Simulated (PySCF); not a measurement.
**CH14Si5: a changed input and its effect**

System: CH14Si5, SMILES C[SiH2][Si]([SiH3])([SiH3])[SiH3].
Method of run A: GIAO PBE0/pcSseg-1 NMR shielding, non-relativistic, IEF-PCM chloroform (PySCF 2.14.0).

The geometry comes from this level: PBE0-D3(BJ)/def2-SVP. Text and figures count atoms from 1; the logs count them from 0 in places.

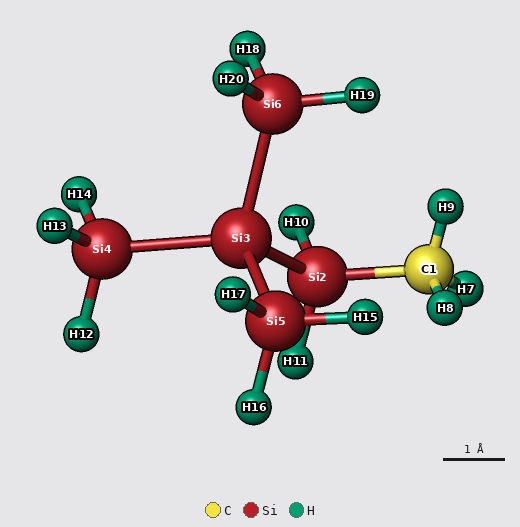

Fig. 1: The input geometry (ball-and-stick view, seen at a tilt; atoms are numbered from 1 in the order of the input).

**The input, run A**
```
{"job": {"kind": "nmr", "xc": "PBE0", "basis": "pcSseg-1", "solvent": "chloroform", "pop": true}, "charge": 0, "multiplicity": 1}
C     -2.499013     1.298924     0.466859
Si    -1.836456    -0.257246    -0.363423
Si     0.488892    -0.387197    -0.090937
Si     1.366363    -2.283374    -1.145478
Si     1.474824     1.536714    -0.990956
Si     0.971924    -0.476937     2.199495
H     -3.586924     1.385081     0.321699
H     -2.022998     2.198982     0.048853
H     -2.295722     1.276857     1.548385
H     -2.463453    -1.477431     0.238189
H     -2.157590    -0.252785    -1.826453
H      1.043351    -2.253223    -2.605865
H      2.852663    -2.334270    -0.983786
H      0.775309    -3.520528    -0.547296
H      0.885006     2.758003    -0.357036
H      1.233406     1.605419    -2.465919
H      2.950225     1.539799    -0.744752
H      0.413953    -1.731577     2.793753
H      0.356385     0.693702     2.900788
H      2.448944    -0.448149     2.434244
```

The first line tells a small driver script what to run in PySCF; the rest is the geometry in Å.

Launched with:
```bash
OMP_NUM_THREADS=1 python <driver script> task.json out
```

Hardware: 1 CPU thread, shared host.

**Output (run A)**
```
coarse grid: 17888 points
cycle   1  E = -1493.2168592985  dE = -3.472e-01  |g| = 3.113e-01  |ddm| = 3.852e+00
cycle   2  E = -1493.2131680817  dE =  3.691e-03  |g| = 3.257e-01  |ddm| = 5.441e-01
cycle   3  E = -1493.2408805159  dE = -2.771e-02  |g| = 3.348e-02  |ddm| = 3.031e-01
cycle   4  E = -1493.2411651381  dE = -2.846e-04  |g| = 7.029e-03  |ddm| = 4.094e-02
cycle   5  E = -1493.2411751005  dE = -9.962e-06  |g| = 1.981e-03  |ddm| = 1.305e-02
final grid: 146048 points
cycle   6  E = -1493.2722857922  dE = -1.703e-05  |g| = 4.917e-03  |ddm| = 1.983e-02
cycle   7  E = -1493.2722834766  dE =  2.316e-06  |g| = 5.493e-03  |ddm| = 9.583e-03
cycle   8  E = -1493.2722914621  dE = -7.985e-06  |g| = 4.287e-04  |ddm| = 5.279e-03
cycle   9  E = -1493.2722914956  dE = -3.350e-08  |g| = 6.590e-05  |ddm| = 4.035e-04
cycle  10  E = -1493.2722914966  dE = -1.074e-09  |g| = 1.948e-05  |ddm| = 1.263e-04
cycle  11  E = -1493.2722914968  dE = -1.364e-10  |g| = 5.059e-06  |ddm| = 4.080e-05
converged SCF energy = -1493.2722914968

GIAO shielding tensors (ppm)
atom      isotropic    diamagn.    paramagn.     s11        s22        s33       span
  0 C      193.603     254.674     -61.071    187.096    196.217    197.496     10.400
  1 Si     414.549     881.801    -467.252    384.987    402.665    455.993     71.006
  2 Si     508.521     885.032    -376.511    500.834    508.409    516.320     15.486
  3 Si     451.244     880.629    -429.384    441.620    442.039    470.075     28.455
  4 Si     452.750     881.268    -428.518    439.630    448.211    470.408     30.778
  5 Si     452.438     881.233    -428.794    439.186    447.665    470.465     31.278
  6 H       30.671      27.699       2.972     25.296     27.085     39.632     14.337
  7 H       30.947      31.908      -0.961     25.435     30.130     37.277     11.842
  8 H       30.945      31.687      -0.743     25.546     29.945     37.343     11.797
  9 H       27.214      30.657      -3.443     23.463     25.777     32.401      8.939
 10 H       27.207      30.637      -3.430     23.380     25.803     32.439      9.059
 11 H       27.561      29.377      -1.815     23.899     25.501     33.284      9.385
 12 H       27.565      29.343      -1.778     23.937     25.429     33.330      9.392
 13 H       27.566      29.389      -1.823     23.906     25.508     33.285      9.379
 14 H       27.513      30.222      -2.709     23.655     26.171     32.714      9.059
 15 H       27.558      29.933      -2.375     24.116     25.231     33.328      9.211
 16 H       27.588      29.890      -2.302     23.956     25.392     33.414      9.458
 17 H       27.561      29.908      -2.347     24.110     25.258     33.314      9.203
 18 H       27.520      30.172      -2.652     23.658     26.175     32.726      9.067
 19 H       27.584      29.828      -2.244     23.952     25.381     33.419      9.467
```

The input of run B differs as follows (lines with − go, lines with + come):
```diff
-"solvent": "chloroform"
-"pop": true
+"solvent": "tetrahydrofuran"
+"pop": false
```

Predict how the results change.

The total energy of run B is 0.10 kcal/mol lower: the change of the electrostatic solvation energy at this fixed geometry, without cavity or dispersion terms. The dipole moment goes from 1.02 to 1.05 D. Of all shieldings, the largest change is that of Si2 and Si3, by −0.2 ppm. The SCF takes 10 iterations against 11.

**Output (run B)**
```
coarse grid: 17888 points
cycle   1  E = -1493.2170316976  dE = -3.473e-01  |g| = 3.111e-01  |ddm| = 3.852e+00
cycle   2  E = -1493.2134695088  dE =  3.562e-03  |g| = 3.250e-01  |ddm| = 5.442e-01
cycle   3  E = -1493.2410448850  dE = -2.758e-02  |g| = 3.317e-02  |ddm| = 3.005e-01
cycle   4  E = -1493.2413227948  dE = -2.779e-04  |g| = 6.835e-03  |ddm| = 3.949e-02
cycle   5  E = -1493.2413318534  dE = -9.059e-06  |g| = 1.863e-03  |ddm| = 1.242e-02
final grid: 146048 points
cycle   6  E = -1493.2724429130  dE = -1.709e-05  |g| = 4.891e-03  |ddm| = 1.971e-02
cycle   7  E = -1493.2724407099  dE =  2.203e-06  |g| = 5.432e-03  |ddm| = 9.222e-03
cycle   8  E = -1493.2724484442  dE = -7.734e-06  |g| = 4.306e-04  |ddm| = 5.065e-03
cycle   9  E = -1493.2724484780  dE = -3.379e-08  |g| = 6.315e-05  |ddm| = 4.020e-04
cycle  10  E = -1493.2724484790  dE = -9.782e-10  |g| = 1.900e-05  |ddm| = 1.234e-04
converged SCF energy = -1493.2724484790

GIAO shielding tensors (ppm)
atom      isotropic    diamagn.    paramagn.     s11        s22        s33       span
  0 C      193.687     254.695     -61.008    187.203    196.297    197.563     10.360
  1 Si     414.394     881.792    -467.398    384.818    402.413    455.951     71.133
  2 Si     508.331     885.020    -376.688    500.687    508.159    516.147     15.461
  3 Si     451.171     880.629    -429.458    441.527    441.951    470.035     28.508
  4 Si     452.643     881.262    -428.619    439.547    448.056    470.326     30.779
  5 Si     452.336     881.228    -428.892    439.112    447.509    470.388     31.276
  6 H       30.663      27.682       2.981     25.281     27.074     39.633     14.352
  7 H       30.935      31.897      -0.963     25.416     30.112     37.275     11.859
  8 H       30.932      31.676      -0.745     25.526     29.929     37.340     11.814
  9 H       27.222      30.668      -3.446     23.476     25.787     32.405      8.929
 10 H       27.216      30.649      -3.433     23.393     25.812     32.443      9.050
 11 H       27.566      29.388      -1.822     23.908     25.506     33.284      9.376
 12 H       27.568      29.352      -1.783     23.943     25.432     33.329      9.386
 13 H       27.571      29.400      -1.829     23.915     25.513     33.285      9.370
 14 H       27.509      30.221      -2.711     23.651     26.168     32.708      9.057
 15 H       27.563      29.940      -2.377     24.123     25.238     33.328      9.205
 16 H       27.593      29.896      -2.303     23.965     25.400     33.415      9.450
 17 H       27.566      29.915      -2.350     24.118     25.265     33.314      9.196
 18 H       27.516      30.171      -2.655     23.655     26.172     32.720      9.065
 19 H       27.589      29.835      -2.245     23.960     25.388     33.420      9.460
```

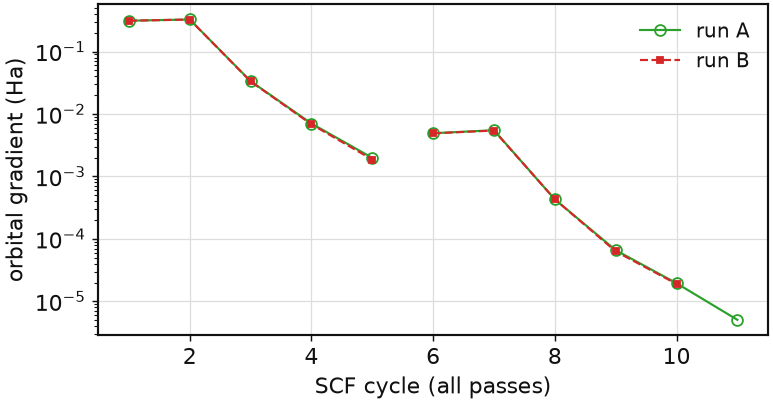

Fig. 2: Convergence of the two runs: orbital gradient against the SCF cycle. A break in a curve parts two SCF passes (coarse and final grid). Run A takes 11 cycles in all, and run B takes 10.

**The two runs side by side**

| quantity | run A | run B |
| --- | --- | --- |
| outcome | converged | converged |
| total energy (hartree) | −1493.272291 | −1493.272448 |
| HOMO (eV) | −7.71 | −7.69 |
| LUMO (eV) | −0.09 | −0.08 |
| dipole moment (D) | 1.02 | 1.05 |
| shielding of C1 (ppm) | 193.6 | 193.7 |
| shielding of Si2 (ppm) | 414.5 | 414.4 |
| shielding of Si3 (ppm) | 508.5 | 508.3 |
| shielding of Si4 (ppm) | 451.2 | 451.2 |
| shielding of Si5 (ppm) | 452.7 | 452.6 |
| shielding of Si6 (ppm) | 452.4 | 452.3 |
| shielding of H8 (ppm) | 30.9 | 30.9 |
| SCF iterations | 11 | 10 |
| basis functions | 207 | 207 |
| wall time (shared host) | 28 s | 24 s |
